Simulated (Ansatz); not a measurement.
# Grüneisen parameters and expansion of TiC (Fm-3m), part 2 of 4

Wanted: mode Grüneisen parameters of TiC and a free-energy fit over volumes.

What experiment has found for this phase:
- heat capacity C_P per formula unit 33.9 J/mol/K near room temperature (given in “High-Throughput Prediction of Finite-Temperature Properties using the Quasi-Harmonic Approximation”, 2016, arXiv:1603.06924)

Ansatz 0.2.0; DFT PBEsol, scalar-relativistic, plane waves, PAW.

So far. Step 2 (A first coarse run): The start is under -4.5 GPa at this level and looks like a metal on this mesh. Step 4 (Tight relaxation): The residual pressure is -0.0028 GPa, small enough for phonons.

The database entry behind the starting cell differs from later determinations by our own check (0.1 to 0.3 % short, probably kX units), so it need not match the best structure at ambient conditions.

## (5) Phonons, V/V0 1

The same q-mesh and k-mesh are kept at every volume, so that much of their error can cancel in the differences.

File input.yaml:

```yaml
crystal:
  lattice:
    - [0.0, 2.1466237941, 2.1466237941]
    - [2.1466237941, 0.0, 2.1466237941]
    - [2.1466237941, 2.1466237941, 0.0]
  atoms:
    - { symbol: Ti, position: [0.0, 0.0, 0.0] }
    - { symbol: C, position: [0.5, 0.5, 0.5] }
kpoints:
  mp_grid: { grid: [16, 16, 16] }
hamiltonian:
  xc: pbesol
scf:
  occupations: { method: methfessel_paxton, width: 0.2 }
output:
  eigenvalues: true
phonons:
  method: dfpt
  qmesh: [4, 4, 4]
  temperatures: { t_max: 1000, t_step: 50 }
  qpath:
    path:
      - [[0.0, 0.0, 0.0], [0.5, 0.0, 0.5], [0.625, 0.25, 0.625]]
      - [[0.375, 0.375, 0.75], [0.0, 0.0, 0.0], [0.5, 0.5, 0.5], [0.5, 0.25, 0.75], [0.5, 0.0, 0.5]]
    npoints: 10
```

On the command line:

```sh
$ ansatz run input.yaml --threads 8 --pin off --max-ram 30720MiB --backend cpu --events-out ev --progress --plain --runs-dir out
```

Numbers of over 12 decimals in the logs are rounded to 6 here.

The program printed:

```text
[...]
Crystal: 2 atoms, lattice volume = 19.783 Å³
Basis set: ecut = 420 eV, 387 PW (Γ), exchange–correlation on 48×48×48 points (8 copies of the dense FFT grid, shifted against one another)
Bands: 12, of which v1, the nominal top of the filled ones, is band 8 counted from 1 (7 counted from 0)
Symmetry: 48 space group operations
k-points: 145 of 4096
[...]
SCF iter   1: F=—  HF=-2722.424954 eV  |F-HF|=—  |Δ(HF+E_count)|=         —  Δρ=1.05e-2  dr2=2.45e-2  ethr=1.77e-3  ⟨swp⟩=4.4  Hψ=8496  notcnv=0
[...]
SCF iter   7: F=-2722.418902 eV  HF=-2722.418902 eV  |F-HF|=4.55e-13  |Δ(HF+E_count)|=  6.37e-12  S|Δr|=    0.00e0  Δρ=5.23e-8  dr2=2.18e-13  ethr=1.00e-12  ⟨swp⟩=4.8  Hψ=6039  notcnv=0
the search or the solves at the SCF's close seem to have found levels that the self-consistency loop had missed (the run counts 1). By its estimate they hold under 1e-12 electrons; where the run keeps them, the occupations were computed again with them
SCF 1 converged in 7 iterations: F = -2722.418902 eV  dr2 = 2.18e-13
[...]
SCF iter   2: F=-2722.418902 eV  HF=-2722.418902 eV  |F-HF|=0.00e0  |Δ(HF+E_count)|=  5.08e-10  S|Δr|=    0.00e0  Δρ=2.71e-8  dr2=1.01e-13  ethr=1.00e-12  ⟨swp⟩=3.1  Hψ=4285  notcnv=0
SCF 2 converged in 2 iterations: F = -2722.418902 eV  dr2 = 1.01e-13
phonons: the bands overlap, so this run is a metal and interpolates without the dipole-dipole term. If the crystal is really an insulator or semiconductor, its LO-TO splitting is missing
NSCF: frozen V_eff on 145 k-points
[...]
DFPT response loops at q = (0, 0, 0) (fractional): preconditioner auto → Kerker (q_TF=auto, 2.633 Å⁻¹) (partly filled bands, converged f_vac=0.000); β = 1.00, the filter's whole step (`scf.mixing.beta` (0.50) is not read by the response loops under this deck's `scf.mixing.preconditioner`; to damp them name `kerker` or `kerker_dos`, under which they read `scf.mixing.beta`, and type it under 1.00, their step now; both keys bind the ground state too); Broyden in place of MSR1
[...]
SCF converged after 7 iterations
[...]
Free energy (F): -2722.418902 eV
[...]
Internal energy: -2722.418491 eV  (E = F + TS)
E sigma→0 (E₀):  -2722.418800 eV
Entropy (-TS):   -0.000411 eV (-0.206 meV/atom)
Fermi energy:    15.032168 eV
[...]
--- Band table (eV; the first three rows and the last of 145) ---
  k-point 0: bands = [... 4 lower, 2.5436, 15.7192, 15.7192, 15.7192, 16.7757, 16.7757, 16.7757, 16.8377]
  k-point 1: bands = [... 4 lower, 2.6362, 15.2695, 15.5233, 15.5233, 16.0967, 16.0967, 17.0201, 17.8487]
  k-point 2: bands = [... 4 lower, 2.9080, 14.3767, 14.7474, 14.7474, 16.1663, 16.1663, 17.3622, 18.9498]
  k-point 144: bands = [... 4 lower, 5.5106, 11.8277, 11.8277, 12.2712, 17.9300, 17.9300, 18.7173, 20.4503]
--- Phonons (Γ-DFPT): 2 representative perturbations + reference (Σ response iterations 6) ---
  ASR residual: 1.082e-5 → 0.000e0 eV/Å²; symmetrization residual: 2.078e-7 eV/Å²
  ASR residual per site (eV/Å²): 1.08e-5 4.98e-6
  Γ frequencies (cm⁻¹): 0.00 0.00 0.00 542.44 542.44 542.44
--- Phonons (arbitrary-q DFPT): 8 irreducible q on the 4×4×4 mesh ---
  q = [0.0000, 0.0000, 0.0000] (star 1, of the zone-centre solve; hermiticity 4.00e-8, symmetrization 2.60e-13): -0.00 0.00 0.00 542.44 542.44 542.44
  q = [0.0000, 0.0000, 0.2500] (star 8, 2 solved perturbations on 2176 of 4096 k-point pairs; hermiticity 6.83e-8, symmetrization 3.29e-13): 193.28 193.28 310.97 557.29 557.29 668.75
[...]
q = [0.0000, 0.2500, 0.2500] (star 6, 4 solved perturbations in 3616 linear systems a pass and spin channel, the states on 1160 of 4096 k-point pairs; hermiticity 1.83e-8, symmetrization 6.81e-14): 210.36 210.36 307.69 529.41 529.41 661.70
[...]
sum rule: each row above includes the acoustic sum rule's correction from the zone centre's row sums; it moved no ω² by more than (0.34 cm⁻¹)²
  mesh force constants: q→R imaginary residual 8.56e-19; ASR residual 1.082e-5 → 0.000e0 eV/Å²; symmetrization residual 1.776e-14 eV/Å²
  interpolated dispersion: 62 rows × 6 modes
  density of states and harmonic sums: on the 28×28×28 q-mesh, interpolated from the force constants of a 4×4×4 supercell (no non-analytic term)
  largest difference from the sums on the solved wave vectors: F 8.57e-3 eV, S 1.26e-5 and C_V 4.03e-6 eV/K
  zero-point energy: 0.169434 eV/cell   skipped modes (ω ≤ 0): 3   left out of the sums: 2.28e-5 of the cell's modes: C_V's classical limit lies that fraction below 3 k_B per atom; for a crystal, a wire or a layer, F and S can be off by more, and a phonons.interpolated_qmesh denser along its periods is the remedy for the sampling
```

Elapsed: 2 min, on 8 threads of Arm Neoverse V1, shared host; peak memory 2.7 GiB; 15 min of CPU time.

This step gave:

| Quantity | Value |
| --- | --- |
| Γ frequencies | 0, 0, 0, 542.4, 542.4, 542.4 cm⁻¹ (negative: imaginary) |
| lowest frequency on the path | 0 cm⁻¹ |
| zero-point energy | 0.1694 eV/cell |
| point group | m-3m |
| highest frequency | 732.2 cm⁻¹ |
| Debye temperature from the second moment | 899 K |

No LO-TO term. The phonon branches at the labelled points (cm⁻¹):

```
    point  branch 1  branch 2  branch 3  branch 4  branch 5  branch 6
        Γ         0         0         0       542       542       542
        X       297       297       368       537       537       601
        U       299       350       372       567       601       652
jump to K       299       350       372       567       601       652
        Γ         0         0         0       542       542       542
        L       270       270       461       585       585       732
        W       337       337       358       589       589       656
        X       297       297       368       537       537       601
```

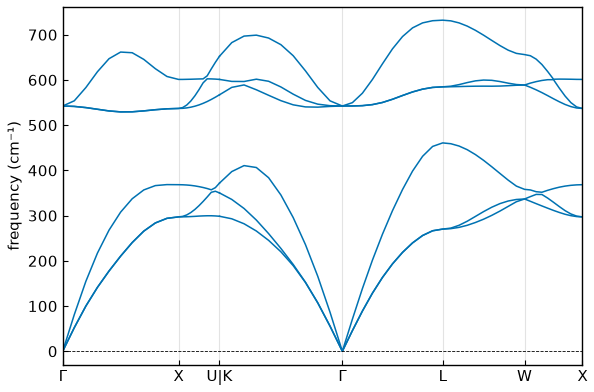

Phonon branches along the path.

The phonon density of states has structure finer than the step of the table below, so its rows give means over 50 cm⁻¹, whole bins alone (the curve runs from 5 to 735 cm⁻¹). Peaks (cm⁻¹: height): 295.0: 0.0264, 365.0: 0.0152, 595.0: 0.0354, 665.0: 0.0127.

Tetrahedra on 28 28 28, mean over bins of 10 cm⁻¹. The phonon density of states by wavenumber; means over each step:

```
wavenumber (cm⁻¹)  phonon density of states (1/cm⁻¹/cell)
               50                                  1.3e-4
              100                                  6.2e-4
              150                                 0.00181
              200                                 0.00446
              250                                  0.0115
              300                                  0.0204
              350                                 0.00981
              400                                 0.00915
              450                                 0.00202
              500                                  1.5e-5
              550                                  0.0188
              600                                  0.0233
              650                                 0.00813
              700                                 0.00936
```

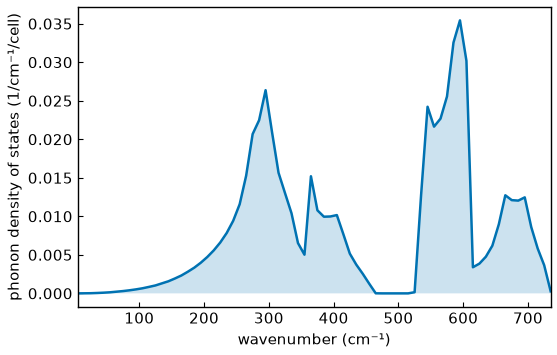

Phonon density of states, plotted against wavenumber.

Harmonic. Thermo, by row:

```
T (K)  F_vib (meV/atom)  S (J/mol-atom/K)  C_V (J/mol-atom/K)
    0             84.72                 0                   0
   50              84.7             0.115               0.435
  100             84.41             1.245               3.597
  150             83.22             3.498               7.806
  200              80.7             6.282               11.61
  250             76.68             9.212               14.62
  300             71.16             12.09               16.87
  350             64.18             14.82               18.53
  400             55.83             17.38               19.76
  450              46.2             19.76               20.69
  500             35.38             21.98                21.4
  550             23.45             24.04               21.95
  600             10.49             25.97               22.39
  650             -3.44             27.78               22.74
  700            -18.28             29.47               23.02
  750            -33.97             31.07               23.25
  800            -50.47             32.58               23.45
  850            -67.72                34               23.61
  900             -85.7             35.36               23.75
  950            -104.4             36.65               23.87
 1000            -123.7             37.87               23.97
```

The modes has structure finer than the step of the table below, so its rows give means over 50 cm⁻¹, whole bins alone (the curve runs from -10 to 764 cm⁻¹). Peaks (cm⁻¹: height): C 598.4: 0.0372, 671.4: 0.0121; Ti 296.6: 0.0247, 369.6: 0.0134.

Phonopy on the run's constants, 21x21x21 mesh, Gaussian sigma 5.5 cm⁻¹. Modes against wavenumber; means over each step; values in 1/cm⁻¹/cell:

```
wavenumber (cm⁻¹)        C       Ti
               50   2.7e-5   1.1e-4
              100   1.1e-4   5.2e-4
              150   2.6e-4  0.00157
              200   4.4e-4  0.00403
              250   5.5e-4   0.0110
              300   3.9e-4   0.0199
              350   1.9e-4  0.00964
              400   1.4e-4  0.00900
              450   2.3e-5  0.00207
              500   1.2e-4   1.1e-5
              550   0.0177  0.00114
              600   0.0227   5.1e-4
              650  0.00780   2.6e-4
              700  0.00913   2.0e-4
```

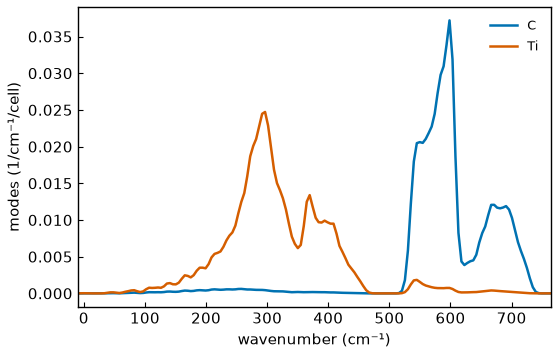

Modes against wavenumber.

No LO-TO term. The modes at Γ (shares of kinetic energy by element, %):

```
mode  frequency (cm⁻¹)  symmetry  Ti %  C %
   1               0.0       T1u    80   20
   2               0.0       T1u    80   20
   3               0.0       T1u    80   20
   4             542.4       T1u    20   80
   5             542.4       T1u    20   80
   6             542.4       T1u    20   80
```

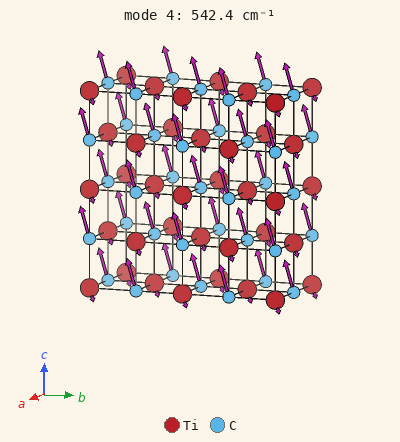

Displacement patterns of mode 4 at Γ; arrows are exaggerated. 1×2×2 conventional cells are drawn. Some periodic images of atoms are drawn too.

No mode is imaginary beyond numerical noise at the solved wavevectors.

## (6) Single point at a scaled cell, V/V0 1.015

Symmetry fixes every atom, so a single point at the scaled cell gives the energy and pressure of this member.

input.yaml, the sections that differ from step 5:

```yaml
crystal:
  lattice:
    - [0.0, 2.1573036902, 2.1573036902]
    - [2.1573036902, 0.0, 2.1573036902]
    - [2.1573036902, 2.1573036902, 0.0]
  atoms:
    - { symbol: Ti, position: [0.0, 0.0, 0.0] }
    - { symbol: C, position: [0.5, 0.5, 0.5] }
output:
  forces: true
  stress: true
  eigenvalues: true
  write_density: true
  write_potential: true
  elf: true
  volumetric_format: npy
# kpoints, hamiltonian, scf: as in step 5
# phonons: removed
```

The program printed:

```text
[...]
Crystal: 2 atoms, lattice volume = 20.080 Å³
Basis set: ecut = 420 eV, 387 PW (Γ), exchange–correlation on 48×48×48 points (8 copies of the dense FFT grid, shifted against one another)
Bands: 12, of which v1, the nominal top of the filled ones, is band 8 counted from 1 (7 counted from 0)
Symmetry: 48 space group operations
[...]
k-points: 145 of 4096
[...]
SCF iter   1: F=—  HF=-2722.421352 eV  |F-HF|=—  |Δ(HF+E_count)|=         —  Δρ=1.04e-2  dr2=2.47e-2  ethr=1.77e-3  ⟨swp⟩=4.4  Hψ=8458  notcnv=0
[...]
SCF iter   5: F=-2722.415290 eV  HF=-2722.415290 eV  |F-HF|=1.03e-8  |Δ(HF+E_count)|=   7.65e-7  S|Δr|=    0.00e0  Δρ=7.77e-6  dr2=1.34e-8  ethr=6.25e-10  ⟨swp⟩=8.4  Hψ=10732  notcnv=0
SCF 1 converged in 5 iterations: F = -2722.415290 eV  dr2 = 1.34e-8
[...]
SCF converged after 5 iterations
[...]
Free energy (F): -2722.415290 eV
[...]
Internal energy: -2722.414861 eV  (E = F + TS)
E sigma→0 (E₀):  -2722.415183 eV
Entropy (-TS):   -0.000429 eV (-0.215 meV/atom)
Fermi energy:    14.773124 eV
[...]
--- Stress (GPa, compression-positive) ---
       -3.866023       0.000000      -0.000000
        0.000000      -3.866023       0.000000
       -0.000000       0.000000      -3.866023
  P = ⅓ Tr σ = -3.8660 GPa (-38.660 kbar)
--- Band table (eV; the first three rows and the last of 145) ---
  k-point 0: bands = [... 4 lower, 2.3527, 15.4556, 15.4556, 15.4556, 16.4981, 16.4981, 16.4981, 16.5467]
  k-point 1: bands = [... 4 lower, 2.4435, 15.0126, 15.2619, 15.2619, 15.8242, 15.8242, 16.7353, 17.5466]
  k-point 2: bands = [... 4 lower, 2.7103, 14.1298, 14.4968, 14.4968, 15.8928, 15.8928, 17.0676, 18.6294]
  k-point 144: bands = [... 4 lower, 5.2920, 11.5962, 11.5962, 12.0472, 17.6201, 17.6201, 18.3833, 20.0640]
```

The job ended after 0.66 s (8 threads; peak memory 0.34 GiB).

Numbers from this step:

```
pressure        : -3.866 GPa
volume per atom : 10.04 Å³
```

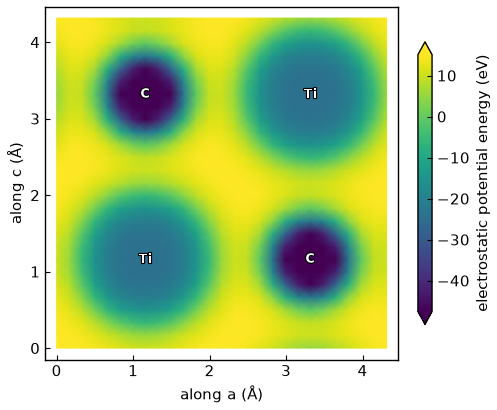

Electrostatic potential energy in the ac plane of the conventional cell at fractional y = 0.000, with atoms of Ti and C within 0.2 Å of it. With pseudopotentials it is smooth inside the atoms' cores, unlike the true potential. The map starts off the cell's origin, so that atoms lie inside it.

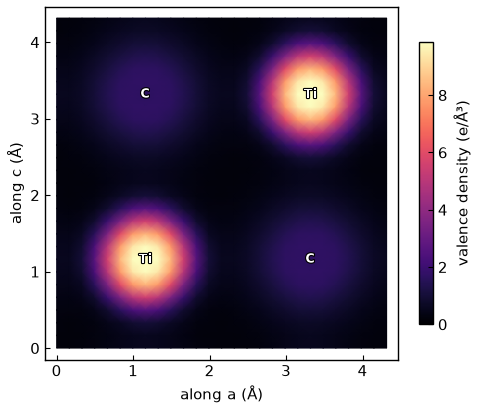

Valence density in the ac plane of the conventional cell at fractional y = 0.000, with atoms of Ti and C within 0.2 Å of it. It is the smooth field of the valence electrons, not physical close to the nuclei. The map starts off the cell's origin, so that atoms lie inside it.

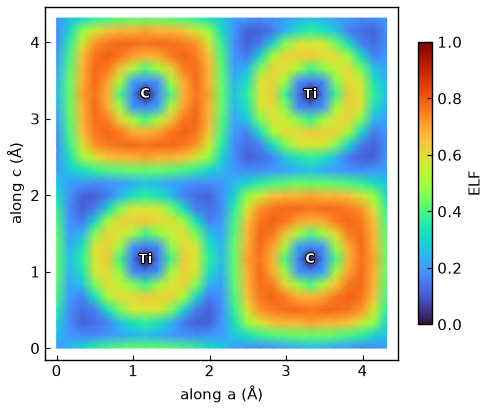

ELF in the ac plane of the conventional cell at fractional y = 0.000, with atoms of Ti and C within 0.2 Å of it. It is the smooth field of the valence electrons, not physical close to the nuclei. The map starts off the cell's origin, so that atoms lie inside it.

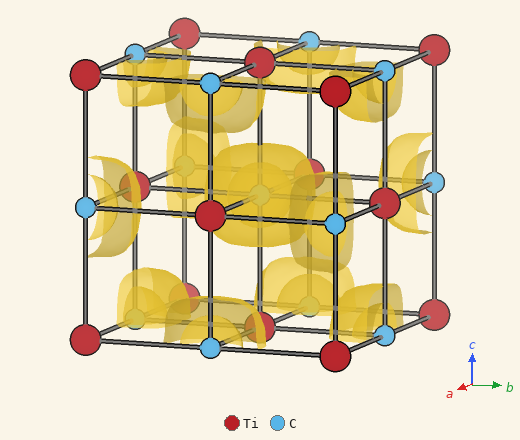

Surface of ELF = 0.71.

The run ends at a pressure of -3.87 GPa.

## (7) Lattice dynamics at this volume, V/V0 1.015

Phonons at this volume give one point of F(V, T); meshes stay fixed along the series.

input.yaml, the sections that differ from step 6:

```yaml
output:
  eigenvalues: true
phonons:
  method: dfpt
  qmesh: [4, 4, 4]
  temperatures: { t_max: 1000, t_step: 50 }
  qpath:
    path:
      - [[0.0, 0.0, 0.0], [0.5, 0.0, 0.5], [0.625, 0.25, 0.625]]
      - [[0.375, 0.375, 0.75], [0.0, 0.0, 0.0], [0.5, 0.5, 0.5], [0.5, 0.25, 0.75], [0.5, 0.0, 0.5]]
    npoints: 10
# crystal, kpoints, hamiltonian, scf: as in step 6
```

The program printed:

```text
[...]
Crystal: 2 atoms, lattice volume = 20.080 Å³
Basis set: ecut = 420 eV, 387 PW (Γ), exchange–correlation on 48×48×48 points (8 copies of the dense FFT grid, shifted against one another)
Bands: 12, of which v1, the nominal top of the filled ones, is band 8 counted from 1 (7 counted from 0)
Symmetry: 48 space group operations
k-points: 145 of 4096
[...]
k-point 144: bands = [... 4 lower, 5.2921, 11.5962, 11.5962, 12.0473, 17.6201, 17.6201, 18.3833, 20.0640]
[...]
ASR residual: 1.170e-5 → 0.000e0 eV/Å²; symmetrization residual: 1.959e-7 eV/Å²
  ASR residual per site (eV/Å²): 1.17e-5 1.07e-5
  Γ frequencies (cm⁻¹): 0.00 0.00 0.00 527.31 527.31 527.31
--- Phonons (arbitrary-q DFPT): 8 irreducible q on the 4×4×4 mesh ---
[...]
interpolated dispersion: 62 rows × 6 modes
[...]
[key lines of the parts left out:]
SCF converged after 7 iterations
Free energy (F): -2722.415290 eV
Fermi energy:    14.773162 eV
```

Wall time 2.1 min (8 threads); peak memory 2.8 GiB; 15 min of CPU time.

No LO-TO term. Phonon branches along the path, in cm⁻¹:

```
    point  branch 1  branch 2  branch 3  branch 4  branch 5  branch 6
        Γ         0         0         0       527       527       527
        X       291       291       359       523       523       589
        U       290       342       364       555       589       640
jump to K       290       342       364       555       589       640
        Γ         0         0         0       527       527       527
        L       262       262       452       572       572       720
        W       329       329       350       576       576       644
        X       291       291       359       523       523       589
```

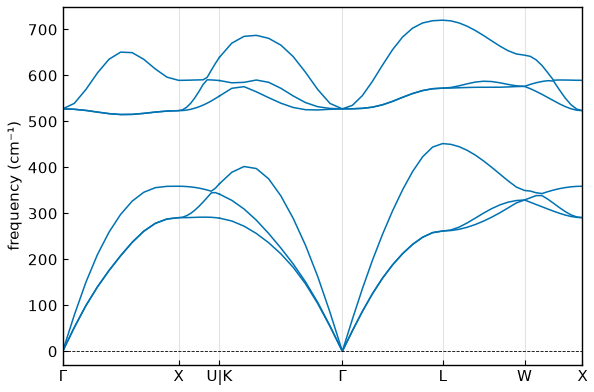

Phonon branches along the path.

No mode is imaginary beyond numerical noise at the solved wavevectors. The highest zone-centre mode (no LO–TO term) moved by -2.8 % for a volume change of +1.5 %.

## (8) Single point at a scaled cell, V/V0 0.985

Symmetry fixes every atom, so a single point at the scaled cell gives the energy and pressure of this member.

The cell differs from the one that the last finished run ended in (a 3.051 → 3.021 Å, b 3.051 → 3.021 Å, c 3.051 → 3.021 Å).

input.yaml, the sections that differ from step 7:

```yaml
crystal:
  lattice:
    - [0.0, 2.1358365578, 2.1358365578]
    - [2.1358365578, 0.0, 2.1358365578]
    - [2.1358365578, 2.1358365578, 0.0]
  atoms:
    - { symbol: Ti, position: [0.0, 0.0, 0.0] }
    - { symbol: C, position: [0.5, 0.5, 0.5] }
output:
  forces: true
  stress: true
  eigenvalues: true
# kpoints, hamiltonian, scf: as in step 7
# phonons: removed
```

The program printed:

```text
[...]
Crystal: 2 atoms, lattice volume = 19.487 Å³
Basis set: ecut = 420 eV, 339 PW (Γ), exchange–correlation on 48×48×48 points (8 copies of the dense FFT grid, shifted against one another)
Bands: 12, of which v1, the nominal top of the filled ones, is band 8 counted from 1 (7 counted from 0)
Symmetry: 48 space group operations
[...]
k-points: 145 of 4096
[...]
--- Band table (eV; the first three rows and the last of 145) ---
  k-point 0: bands = [... 4 lower, 2.7413, 15.9895, 15.9896, 15.9896, 17.0628, 17.0628, 17.0628, 17.1367]
  k-point 1: bands = [... 4 lower, 2.8356, 15.5330, 15.7916, 15.7916, 16.3763, 16.3763, 17.3123, 18.1587]
  k-point 2: bands = [... 4 lower, 3.1125, 14.6302, 15.0045, 15.0045, 16.4469, 16.4469, 17.6646, 19.2789]
  k-point 144: bands = [... 4 lower, 5.7354, 12.0666, 12.0666, 12.5015, 18.2485, 18.2485, 19.0606, 20.8469]
[key lines of the parts left out:]
SCF converged after 5 iterations
Free energy (F): -2722.415103 eV
Fermi energy:    15.298568 eV
P = ⅓ Tr σ = 4.1609 GPa (41.609 kbar)
```

Run time: 0.53 s. Hardware: 8 threads; peak memory 0.34 GiB.

The run ends at a pressure of 4.16 GPa.

(Continued in part 3 of 4.)

[Logs are printed without paths, hosts, clocks, repeated set-up lines and the standing remarks that a program may print on its own settings, such as how far it seeks lower states.]

[Hosts, paths, dates, database ids (printed as entryN), source tags and the programs' standing remarks are cut or masked in the printed files.]

[A step with changed settings may run another functional than the one named; its input shows which.]

[Of the runs on displaced cells, only some may be shown.]
